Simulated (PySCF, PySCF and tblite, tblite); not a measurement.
# C5H13NSi: a path driven as rotation about a bond, and NMR exchange

How fast is rotation about a bond in C5H13NSi (`C[Si](C)(C)N1CC1`), and when do the exchanging lines merge?

Programs: PySCF 2.14.0 with density-fitted response routines of our own, and tblite 0.8.0. All values are computed, except where a source is named. Atoms count from 0 throughout.

### 1 The molecule as given

20 atoms, charge 0, multiplicity 1; geometry from: force field or distance geometry start.

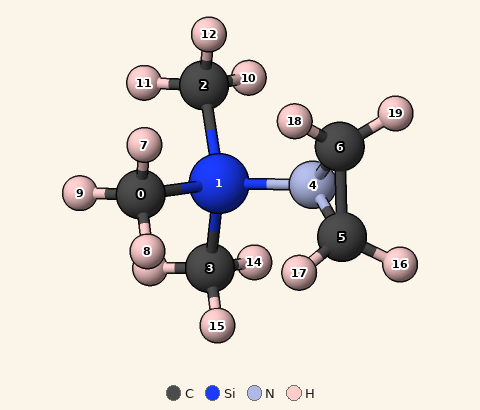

The starting geometry (carbon dark grey, silicon blue, nitrogen light blue, hydrogen pink), atoms numbered.

### 2 GFN2-xTB relaxation, start minimum

The job: settings as JSON, then the geometry in Å.

```
{"job": {"xc": "GFN2-xTB", "basis": "xTB", "kind": "relax"}, "charge": 0, "multiplicity": 1}
C     -0.091900    -1.251900     1.295300
Si    -0.542800     0.079400     0.039400
C     -1.148500     1.591100     0.950900
C     -1.872700    -0.558500    -1.104300
N      0.827400     0.504100    -0.876700
C      1.837200    -0.387200    -1.426700
C      2.195200     0.682600    -0.419700
H      0.682600    -0.896700     1.988000
H      0.267400    -2.157000     0.800500
H     -0.982400    -1.522000     1.894900
H     -1.430800     2.382000     0.237500
H     -2.047300     1.353300     1.545700
H     -0.396200     1.990600     1.631400
H     -2.764500    -0.838000    -0.533200
H     -2.155100     0.201900    -1.830400
H     -1.532000    -1.453100    -1.622900
H      2.121000    -0.217600    -2.454900
H      1.861300    -1.425500    -1.099400
H      2.451800     0.367500     0.594000
H      2.715100     1.565900    -0.763700
```

The run is started by

```console
OMP_NUM_THREADS=1 python ens_run.py task.json out
```

The driver reads the study from task.json and runs its stages one after another.

What it wrote:

```text
step      E/eV     max force
  0    -597.41867    1.918
  1    -597.50009    0.726
  2    -597.51937    0.282
  3    -597.52865    0.265
  4    -597.53768    0.198
  5    -597.54457    0.227
  6    -597.55063    0.184
  7    -597.55409    0.142
  8    -597.55596    0.120
  9    -597.55714    0.080
 10    -597.55803    0.066
 11    -597.55862    0.054
 12    -597.55908    0.054
 13    -597.55968    0.072
 14    -597.56070    0.099
 15    -597.56233    0.119
 16    -597.56446    0.120
 17    -597.56666    0.132
 18    -597.56862    0.116
 19    -597.57019    0.093
 20    -597.57129    0.073
 21    -597.57193    0.059
 22    -597.57233    0.050
 23    -597.57271    0.052
 24    -597.57318    0.054
 25    -597.57363    0.041
 26    -597.57391    0.031
 27    -597.57409    0.030
 28    -597.57427    0.032
 29    -597.57449    0.038
 30    -597.57474    0.040
 31    -597.57495    0.034
 32    -597.57513    0.027
 33    -597.57531    0.031
 34    -597.57552    0.035
 35    -597.57575    0.039
 36    -597.57601    0.046
 37    -597.57632    0.051
 38    -597.57671    0.059
 39    -597.57715    0.058
 40    -597.57748    0.033
 41    -597.57765    0.020
 42    -597.57773    0.017
 43    -597.57778    0.020
 44    -597.57783    0.018
 45    -597.57786    0.013
 46    -597.57789    0.012
 47    -597.57792    0.017
 48    -597.57797    0.020
 49    -597.57800    0.017
 50    -597.57803    0.010
 51    -597.57804    0.009
 52    -597.57805    0.008
 53    -597.57806    0.009
 54    -597.57807    0.007
 55    -597.57808    0.006
 56    -597.57809    0.005
 57    -597.57809    0.006
 58    -597.57810    0.004
 59    -597.57810    0.002
```

It took 0.25 s on 1 thread of AMD EPYC 9R45, shared host.

Gain 0.159 eV; displacement 0.12 Å root mean square.

### 3 Relaxed scan, rotation

The job: settings as JSON, then the geometry in Å.

```
{"job": {"xc": "GFN2-xTB", "basis": "xTB", "coordinate": [["t", [0, 1, 4, 5], 0.16666666666666666], ["t", [0, 1, 4, 6], 0.16666666666666666], ["t", [2, 1, 4, 5], 0.16666666666666666], ["t", [2, 1, 4, 6], 0.16666666666666666], ["t", [3, 1, 4, 5], 0.16666666666666666], ["t", [3, 1, 4, 6], 0.16666666666666666]], "kind": "drive"}, "charge": 0, "multiplicity": 1}
C     -0.194566    -1.328642     1.414175
Si    -0.537511     0.025710     0.103572
C     -1.092349     1.622974     0.973973
C     -1.829835    -0.608839    -1.138947
N      0.824362     0.488782    -0.861005
C      1.840514    -0.316485    -1.468968
C      2.185167     0.724497    -0.482506
H      0.565973    -1.008711     2.121954
H      0.157509    -2.246238     0.949647
H     -1.084183    -1.575965     1.985224
H     -1.309041     2.403799     0.252987
H     -1.990191     1.454277     1.559192
H     -0.326841     1.999193     1.645193
H     -2.756737    -0.866381    -0.637403
H     -2.055614     0.145474    -1.884926
H     -1.480871    -1.493626    -1.661845
H      2.022323    -0.129328    -2.520560
H      1.926526    -1.358702    -1.181927
H      2.515945     0.421009     0.504655
H      2.614273     1.657880    -0.826904
```

What it wrote:

```text
point  coordinate     E/eV
  0    -14.800     -597.56792
  1    -29.800     -597.55397
  2    -44.800     -597.53614
  3    -60.000     -597.52752
  4    -75.100     -597.53719
  5    -90.000     -597.54967
  6   -105.100     -597.57069
  7   -119.900     -597.57322
```

Wall time 1.5 s (1 thread of AMD EPYC 9R45, shared host).

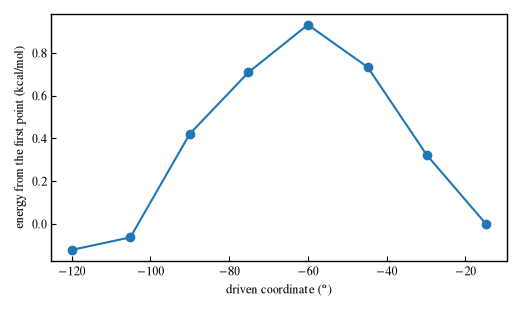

Energy along the scan.

### 4 Nudged elastic band, leg 1

Changed since step 3:

```diff
@@ -1,2 +1,2 @@
-{"job": {"xc": "GFN2-xTB", "basis": "xTB", "coordinate": [["t", [0, 1, 4, 5], 0.16666666666666666], ["t", [0, 1, 4, 6], 0.16666666666666666], ["t", [2, 1, 4, 5], 0.16666666666666666], ["t", [2, 1, 4, 6], 0.16666666666666666], ["t", [3, 1, 4, 5], 0.16666666666666666], ["t", [3, 1, 4, 6], 0.16666666666666666]], "kind": "drive"}, "charge": 0, "multiplicity": 1}
+{"job": {"xc": "GFN2-xTB", "basis": "xTB", "kind": "neb"}, "charge": 0, "multiplicity": 1}
 C     -0.194566    -1.328642     1.414175
```

What it wrote:

```text
image   E - E0 / eV
  0       0.0000
  1       0.0190
  2       0.0434
  3       0.0500
  4       0.0349
  5       0.0127
  6      -0.0002
```

Wall time 0.88 s (1 thread of AMD EPYC 9R45, shared host).

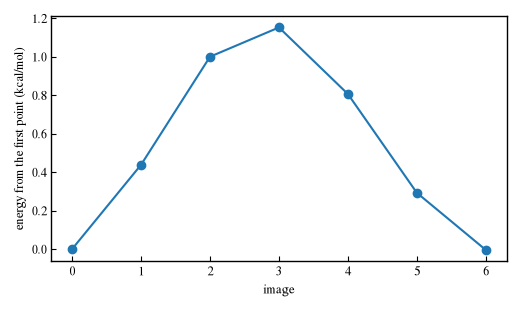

Energy along the band.

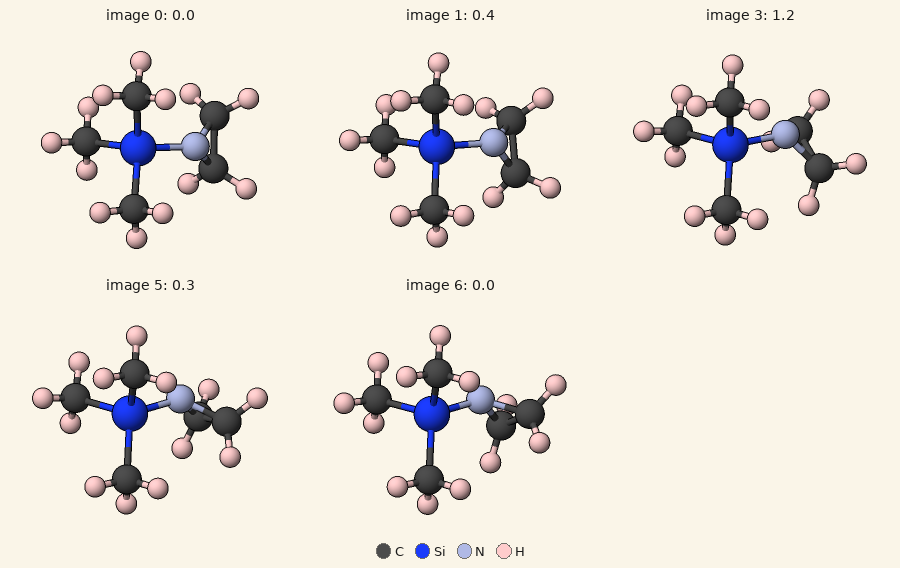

Images along the band, with energies in kcal/mol.

### 5 Saddle search, leg 1

The job: settings as JSON, then the geometry in Å.

```
{"job": {"xc": "GFN2-xTB", "basis": "xTB", "kind": "saddle"}, "charge": 0, "multiplicity": 1}
C     -0.304228    -1.613478     1.254793
Si    -0.536283    -0.108040     0.104860
C     -0.819452     1.459402     1.156295
C     -2.011865    -0.402537    -1.058745
N      0.825942     0.111468    -0.951022
C      2.176250    -0.360637    -0.852799
C      1.879152     1.082914    -0.886784
H      0.470065    -1.445581     1.997826
H     -0.023348    -2.490286     0.679627
H     -1.218739    -1.853068     1.787781
H     -0.881225     2.338347     0.521777
H     -1.742385     1.399116     1.724081
H     -0.007723     1.620337     1.860669
H     -2.926035    -0.552789    -0.493975
H     -2.166222     0.442566    -1.721319
H     -1.858626    -1.281321    -1.676221
H      2.567036    -0.838790    -1.743231
H      2.506631    -0.812404     0.075700
H      2.007572     1.665068     0.018666
H      2.063485     1.639714    -1.797981
```

What it wrote:

```text
step      E/eV     max force
  0    -597.52814   0.0569
  1    -597.52981   0.0278
  2    -597.52984   0.0046
  3    -597.52983   0.0163
  4    -597.52985   0.0028
lowest wavenumbers (cm-1): -53.4 94.3 107.7 115.8 125.2 126.2
```

Run time: 1.9 s. Hardware: 1 thread of AMD EPYC 9R45, shared host.

Point group Cs; 1 imaginary mode, 53i cm⁻¹, carried by C6, C5, H18, H17. Steps downhill from it reached both ends.

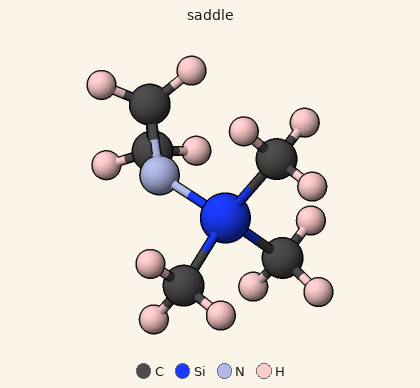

The saddle point.

### 6 Shieldings, start: PBE0/pcSseg-1

The job: settings as JSON, then the geometry in Å.

```
{"job": {"kind": "nmr", "xc": "PBE0", "basis": "pcSseg-1", "pop": false}, "charge": 0, "multiplicity": 1}
C     -0.194566    -1.328642     1.414175
Si    -0.537511     0.025710     0.103572
C     -1.092349     1.622974     0.973973
C     -1.829835    -0.608839    -1.138947
N      0.824362     0.488782    -0.861005
C      1.840514    -0.316485    -1.468968
C      2.185167     0.724497    -0.482506
H      0.565973    -1.008711     2.121954
H      0.157509    -2.246238     0.949647
H     -1.084183    -1.575965     1.985224
H     -1.309041     2.403799     0.252987
H     -1.990191     1.454277     1.559192
H     -0.326841     1.999193     1.645193
H     -2.756737    -0.866381    -0.637403
H     -2.055614     0.145474    -1.884926
H     -1.480871    -1.493626    -1.661845
H      2.022323    -0.129328    -2.520560
H      1.926526    -1.358702    -1.181927
H      2.515945     0.421009     0.504655
H      2.614273     1.657880    -0.826904
```

What it wrote:

```text
coarse grid: 16176 points
cycle   1  E = -542.0176750080  dE =  6.195e-01  |g| = 5.774e-01  |ddm| = 3.861e+00
cycle   2  E = -541.9980975957  dE =  1.958e-02  |g| = 6.498e-01  |ddm| = 1.071e+00
cycle   3  E = -542.1011516596  dE = -1.031e-01  |g| = 8.004e-02  |ddm| = 6.165e-01
cycle   4  E = -542.1022339388  dE = -1.082e-03  |g| = 3.142e-02  |ddm| = 8.382e-02
cycle   5  E = -542.1024463667  dE = -2.124e-04  |g| = 4.118e-03  |ddm| = 3.054e-02
cycle   6  E = -542.1024498213  dE = -3.455e-06  |g| = 1.132e-03  |ddm| = 5.134e-03
final grid: 148800 points
cycle   7  E = -542.1411611893  dE = -3.904e-05  |g| = 9.362e-03  |ddm| = 2.652e-02
cycle   8  E = -542.1411553102  dE =  5.879e-06  |g| = 1.068e-02  |ddm| = 1.743e-02
cycle   9  E = -542.1411831670  dE = -2.786e-05  |g| = 1.029e-03  |ddm| = 9.425e-03
cycle  10  E = -542.1411833675  dE = -2.005e-07  |g| = 2.518e-04  |ddm| = 9.893e-04
cycle  11  E = -542.1411833802  dE = -1.278e-08  |g| = 3.578e-05  |ddm| = 2.244e-04
cycle  12  E = -542.1411833804  dE = -2.144e-10  |g| = 1.069e-05  |ddm| = 5.469e-05
converged SCF energy = -542.1411833804

GIAO shielding tensors (ppm)
atom      isotropic    diamagn.    paramagn.     s11        s22        s33       span
  0 C      192.573     257.356     -64.783    187.501    191.840    198.378     10.877
  1 Si     341.611     882.303    -540.692    325.571    328.924    370.337     44.765
  2 C      187.196     255.692     -68.497    179.968    186.714    194.906     14.938
  3 C      187.199     255.598     -68.398    179.975    186.718    194.904     14.929
  4 N      250.475     325.709     -75.234    164.394    291.522    295.509    131.115
  5 C      165.385     253.066     -87.682    123.765    167.974    204.415     80.650
  6 C      165.382     252.844     -87.462    123.753    167.985    204.409     80.656
  7 H       32.054      33.216      -1.162     27.376     30.114     38.671     11.295
  8 H       32.054      33.126      -1.071     27.376     30.118     38.669     11.293
  9 H       31.990      31.903       0.086     27.847     28.992     39.130     11.283
 10 H       31.399      32.023      -0.624     27.219     28.689     38.288     11.069
 11 H       31.888      31.440       0.448     27.513     29.064     39.087     11.574
 12 H       31.444      32.782      -1.338     26.933     29.609     37.791     10.858
 13 H       31.889      31.369       0.520     27.514     29.065     39.088     11.574
 14 H       31.399      31.953      -0.554     27.220     28.688     38.289     11.070
 15 H       31.446      32.620      -1.175     26.934     29.612     37.791     10.858
 16 H       29.932      30.125      -0.193     23.490     25.912     40.393     16.903
 17 H       30.154      32.252      -2.098     23.682     29.136     37.643     13.960
 18 H       30.154      32.258      -2.104     23.683     29.137     37.643     13.961
 19 H       29.932      30.138      -0.207     23.491     25.911     40.393     16.902
```

It took 14 s on 1 thread of AMD EPYC 9R45, shared host; peak memory 0.91 GiB.

In short: HOMO -6.56 eV, LUMO 1.16 eV; dipole 0.96 D.

### 7 Shieldings, saddle of leg 1: PBE0/pcSseg-1

The job: settings as JSON, then the geometry in Å.

```
{"job": {"kind": "nmr", "xc": "PBE0", "basis": "pcSseg-1", "pop": false}, "charge": 0, "multiplicity": 1}
C     -0.277124    -1.604525     1.243520
Si    -0.540407    -0.096231     0.104156
C     -0.840022     1.463888     1.161807
C     -2.017968    -0.398182    -1.055660
N      0.821900     0.125747    -0.950562
C      2.160762    -0.375910    -0.849672
C      1.895477     1.073280    -0.887346
H      0.498456    -1.422934     1.982412
H      0.018293    -2.473847     0.663823
H     -1.185257    -1.861434     1.779018
H     -0.871708     2.349881     0.534708
H     -1.782953     1.406962     1.695978
H     -0.054669     1.610224     1.898366
H     -2.930036    -0.549939    -0.487788
H     -2.178730     0.444517    -1.719774
H     -1.863462    -1.276588    -1.673369
H      2.544797    -0.866122    -1.736726
H      2.484041    -0.827601     0.081567
H      2.029357     1.656402     0.016971
H      2.089254     1.622412    -1.801428
```

What it wrote:

```text
coarse grid: 16176 points
cycle   1  E = -542.0146738654  dE =  6.170e-01  |g| = 5.778e-01  |ddm| = 3.849e+00
cycle   2  E = -541.9955697457  dE =  1.910e-02  |g| = 6.485e-01  |ddm| = 1.071e+00
cycle   3  E = -542.0981825109  dE = -1.026e-01  |g| = 7.874e-02  |ddm| = 6.130e-01
cycle   4  E = -542.0992264444  dE = -1.044e-03  |g| = 3.137e-02  |ddm| = 8.200e-02
cycle   5  E = -542.0994381311  dE = -2.117e-04  |g| = 4.106e-03  |ddm| = 3.075e-02
cycle   6  E = -542.0994415600  dE = -3.429e-06  |g| = 1.092e-03  |ddm| = 5.006e-03
final grid: 148800 points
cycle   7  E = -542.1383135491  dE = -4.331e-05  |g| = 9.135e-03  |ddm| = 2.790e-02
cycle   8  E = -542.1383081864  dE =  5.363e-06  |g| = 1.038e-02  |ddm| = 1.677e-02
cycle   9  E = -542.1383345588  dE = -2.637e-05  |g| = 9.600e-04  |ddm| = 9.021e-03
cycle  10  E = -542.1383347288  dE = -1.700e-07  |g| = 2.760e-04  |ddm| = 9.482e-04
cycle  11  E = -542.1383347443  dE = -1.549e-08  |g| = 3.602e-05  |ddm| = 2.469e-04
cycle  12  E = -542.1383347445  dE = -2.108e-10  |g| = 1.026e-05  |ddm| = 5.185e-05
converged SCF energy = -542.1383347445

GIAO shielding tensors (ppm)
atom      isotropic    diamagn.    paramagn.     s11        s22        s33       span
  0 C      188.654     256.449     -67.794    185.222    186.779    193.961      8.739
  1 Si     337.380     882.297    -544.916    323.401    331.967    356.772     33.371
  2 C      188.638     256.449     -67.811    185.223    186.750    193.942      8.719
  3 C      183.025     255.519     -72.494    174.412    181.905    192.759     18.347
  4 N      255.937     326.167     -70.230    159.495    303.419    304.896    145.401
  5 C      163.480     252.701     -89.221    120.218    167.129    203.094     82.876
  6 C      163.481     252.698     -89.217    120.219    167.129    203.094     82.875
  7 H       31.873      33.041      -1.169     27.722     29.666     38.230     10.507
  8 H       31.559      32.709      -1.150     27.393     29.218     38.066     10.674
  9 H       31.782      31.577       0.204     27.402     28.971     38.972     11.570
 10 H       31.556      32.700      -1.144     27.399     29.201     38.069     10.670
 11 H       31.778      31.573       0.205     27.400     28.967     38.967     11.567
 12 H       31.868      33.040      -1.172     27.712     29.671     38.222     10.510
 13 H       31.976      31.417       0.559     27.749     29.067     39.111     11.362
 14 H       31.372      32.158      -0.786     27.189     29.221     37.705     10.516
 15 H       31.372      32.158      -0.787     27.189     29.221     37.704     10.515
 16 H       29.903      30.106      -0.203     23.393     25.931     40.384     16.992
 17 H       30.067      32.248      -2.181     23.766     29.230     37.206     13.440
 18 H       30.067      32.247      -2.180     23.765     29.229     37.206     13.441
 19 H       29.903      30.106      -0.203     23.393     25.931     40.385     16.992
```

Wall time 13 s (1 thread of AMD EPYC 9R45, shared host); peak memory 0.92 GiB.

Key values: HOMO -6.44 eV, LUMO 1.20 eV; dipole 1.05 D.

### 8 Kinetics and line shapes

The job: settings as JSON, then the geometry in Å.

```
{"job": {"smiles": "C[Si](C)(C)N1CC1", "charge": 0, "mult": 1, "motion": "rotation", "what": "single bond", "atoms": [1, 4], "drives": [{"terms": [["t", [0, 1, 4, 5], 0.16666666666666666], ["t", [0, 1, 4, 6], 0.16666666666666666], ["t", [2, 1, 4, 5], 0.16666666666666666], ["t", [2, 1, 4, 6], 0.16666666666666666], ["t", [3, 1, 4, 5], 0.16666666666666666], ["t", [3, 1, 4, 6], 0.16666666666666666]], "by": -120, "n": 8}], "study": "path", "level": {"kind": "nmr", "xc": "PBE0", "basis": "pcSseg-1"}, "fields": [80, 600, 700], "first": 4, "seed": 65, "kind": "path"}, "charge": 0, "multiplicity": 1}
C     -0.194566    -1.328642     1.414175
Si    -0.537511     0.025710     0.103572
C     -1.092349     1.622974     0.973973
C     -1.829835    -0.608839    -1.138947
N      0.824362     0.488782    -0.861005
C      1.840514    -0.316485    -1.468968
C      2.185167     0.724497    -0.482506
H      0.565973    -1.008711     2.121954
H      0.157509    -2.246238     0.949647
H     -1.084183    -1.575965     1.985224
H     -1.309041     2.403799     0.252987
H     -1.990191     1.454277     1.559192
H     -0.326841     1.999193     1.645193
H     -2.756737    -0.866381    -0.637403
H     -2.055614     0.145474    -1.884926
H     -1.480871    -1.493626    -1.661845
H      2.022323    -0.129328    -2.520560
H      1.926526    -1.358702    -1.181927
H      2.515945     0.421009     0.504655
H      2.614273     1.657880    -0.826904
```

What it wrote:

```text
stationary points (kcal/mol above the start)
  n  kind          group   xTB      DFT    lowest mode
  0  minimum      Cs       0.00     0.00      44.7
  1  saddle       Cs       1.11     1.78     -53.4
  2  minimum      Cs      -0.01     0.00      45.0

GFN2-xTB energies: T/K, barrier G, reaction G (kcal/mol), k forward, k back (1/s)
 150.00     1.39    -0.00   5.96e+10   5.94e+10
 200.00     1.51    -0.00   1.87e+11   1.86e+11
 250.00     1.64    -0.00   3.86e+11   3.86e+11
 298.15     1.76    -0.00   6.33e+11   6.32e+11
 350.00     1.90    -0.00   9.45e+11   9.44e+11
 400.00     2.04    -0.00   1.28e+12   1.28e+12
 500.00     2.32    -0.00   2.02e+12   2.01e+12

PBE0/pcSseg-1 + D3(BJ) energies: T/K, barrier G, reaction G (kcal/mol), k forward, k back (1/s)
 150.00     2.06     0.00   6.29e+09   6.37e+09
 200.00     2.18     0.00   3.46e+10   3.49e+10
 250.00     2.31     0.00      1e+11   1.01e+11
 298.15     2.43     0.00   2.04e+11   2.06e+11
 350.00     2.57     0.00    3.6e+11   3.63e+11
 400.00     2.71     0.00    5.5e+11   5.53e+11
 500.00     2.99     0.00   1.03e+12   1.03e+12
```

It took 34 s on 1 thread of AMD EPYC 9R45, shared host; peak memory 0.92 GiB. This counts the whole study up to here.

Barriers by level (kcal/mol; entropies in cal/(mol K)). Zero-point and thermal terms come from xTB in every row. ΔG‡ leaves symmetry out; the rate counts equivalent paths (a factor of 2); effective ΔG‡, where given, is the barrier that would give that rate by Eyring's equation alone:

```
                 level   ΔE‡  with zero-point   ΔH‡   ΔS‡  ΔG‡ (298 K)  ΔE of reaction  k at 298 K (1/s)  effective ΔG‡
              GFN2-xTB  1.11             1.09  0.49  -4.3         1.76            0.00           6.3e+11           1.35
PBE0/pcSseg-1 + D3(BJ)  1.78             1.76  1.16  -4.3         2.43            0.00             2e+11           2.02
```

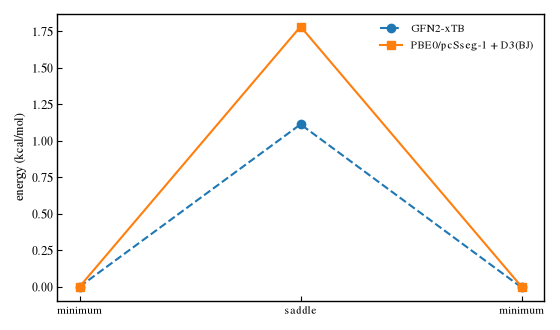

The xTB stationary points, at both levels.

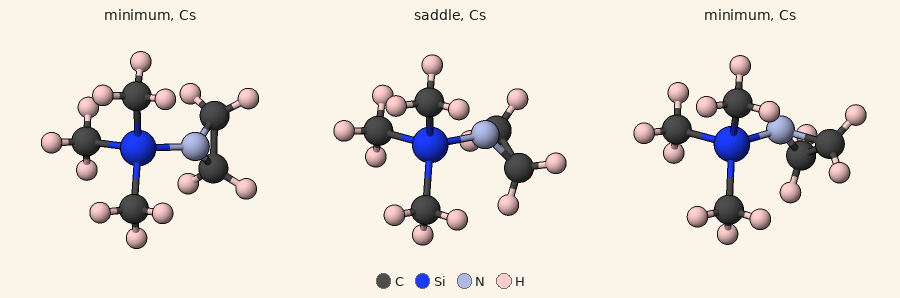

The stationary points in order.

Sites that the driver pairs across this motion, and where their lines would merge (no couplings; faster rotations, inversion at nitrogen or exchange between molecules can average them sooner):

```
nucleus                              sites: shielding (ppm)  proton frequency (MHz)  spread (Hz)  coalescence (K)  lines at 298 K
    ¹³C                            C0: 192.6; C2, C3: 187.2                      80          108               40               1
    ¹³C                            C0: 192.6; C2, C3: 187.2                     600          811               44               1
    ¹³C                            C0: 192.6; C2, C3: 187.2                     700          946               44               1
     ¹H  H7, H8, H9: 32.03; H10, H11, H12 and 3 more: 31.58                      80           36         below 40               1
     ¹H  H7, H8, H9: 32.03; H10, H11, H12 and 3 more: 31.58                     600          273               42               1
     ¹H  H7, H8, H9: 32.03; H10, H11, H12 and 3 more: 31.58                     700          319               42               1
```

### 9 What came out

| quantity | value |
| --- | --- |
| barrier (PBE0/pcSseg-1 + D3(BJ)) | ΔE‡ 1.8, ΔG‡(298 K) 2.4 kcal/mol |
| barrier (GFN2-xTB) | ΔE‡ 1.1 kcal/mol |
| rate at 298 K | 2e+11 s⁻¹ |
| end of the path | the start, renumbered or mirrored |
| coalescence of ¹³C C0 | 44 K at 700 MHz |

What this shows: The barrier is 1.8 kcal/mol at the DFT level (xTB: 1.1); with thermal terms and the count of paths the DFT value gives a rate of 2e+11 s⁻¹ at 298 K. An error of 1.4 kcal/mol changes that rate tenfold. The ¹³C lines of C0 and its partners, 946 Hz apart at 700 MHz, merge at 44 K, so by this path alone the exchange at 298 K is fast for them; other paths were not followed.
